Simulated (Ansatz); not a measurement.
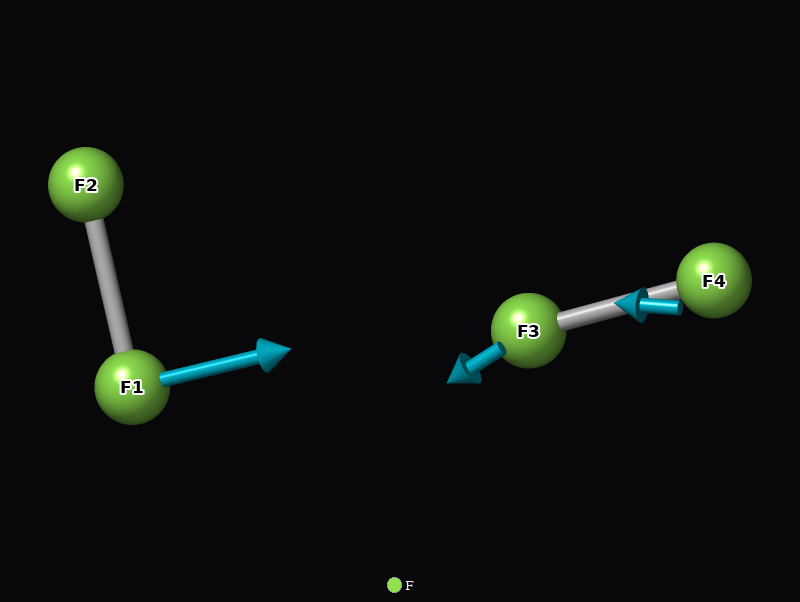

The arrows show one normal mode. Harmonic vibrations computed with RKS PBE0-D4/def2-TZVP (Ansatz 0.2.0) at a stationary point of the same level.

Estimate its harmonic wavenumber.

48 cm⁻¹; it is mode 4 of 6 counted from the lowest.
